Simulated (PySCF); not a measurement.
```yaml
atoms:
  - { symbol: C, position_ang: [1.8272, 1.3508, -0.1292] }
  - { symbol: N, position_ang: [1.1807, 0.2630, -0.8199] }
  - { symbol: Si, position_ang: [0.4254, -1.0796, -0.0384] }
  - { symbol: O, position_ang: [-0.2954, -1.9342, -1.2347] }
  - { symbol: Si, position_ang: [-1.0029, -0.3384, 1.5989] }
  - { symbol: N, position_ang: [-2.4140, 0.3636, 0.8834] }
  - { symbol: H, position_ang: [1.8400, 2.2418, -0.7608] }
  - { symbol: H, position_ang: [2.8597, 1.1169, 0.1564] }
  - { symbol: H, position_ang: [1.2659, 1.5744, 0.7748] }
  - { symbol: H, position_ang: [1.6370, 0.0696, -1.7014] }
  - { symbol: H, position_ang: [1.3563, -2.1220, 0.4238] }
  - { symbol: H, position_ang: [-0.8733, -1.4944, -1.8517] }
  - { symbol: H, position_ang: [-0.4976, 0.7531, 2.4454] }
  - { symbol: H, position_ang: [-1.3307, -1.4222, 2.5525] }
  - { symbol: H, position_ang: [-3.0917, 0.8057, 1.4844] }
  - { symbol: H, position_ang: [-2.8944, -0.1394, 0.1546] }
```

Geometry: GFN2-xTB.

Computed with PBE0/pcSseg-1, SCF density, gas phase, non-relativistic (PySCF 2.14.0).

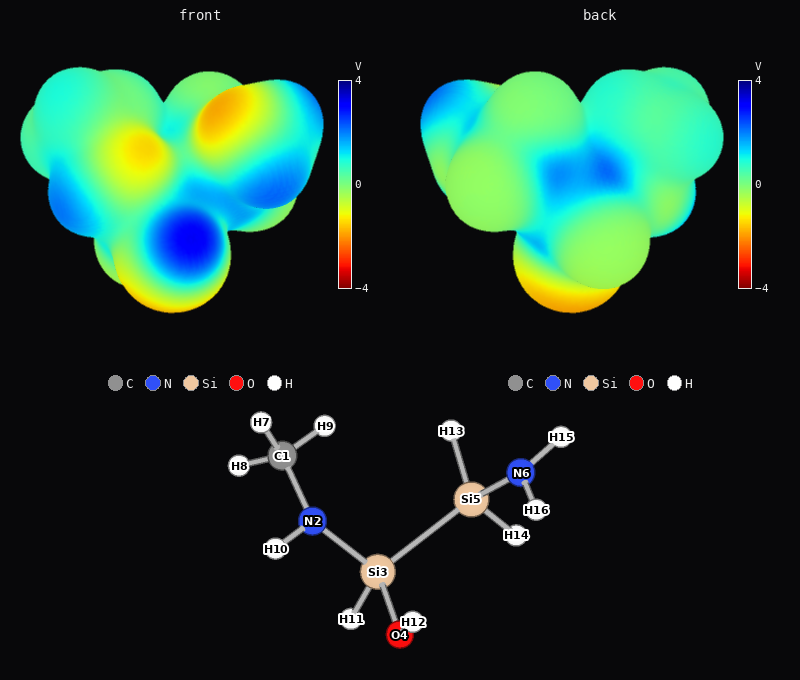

CH$_{10}$N$_{2}$OSi$_{2}$. The electrostatic potential painted on the density surface at 0.004 e/bohr³, seen from the front and from behind; red is negative and blue positive. The bare structure is drawn below in the same view.

### Which sites attract a positive test charge, and which a negative one?

A positive charge is drawn to the negative regions and a negative charge to the positive ones. The most negative region (about −1.8 V) lies over O4 and N6, the most positive (about +3.0 V) over H12.

### What dipole moment does the calculation give?

Its dipole moment is 1.86 D.
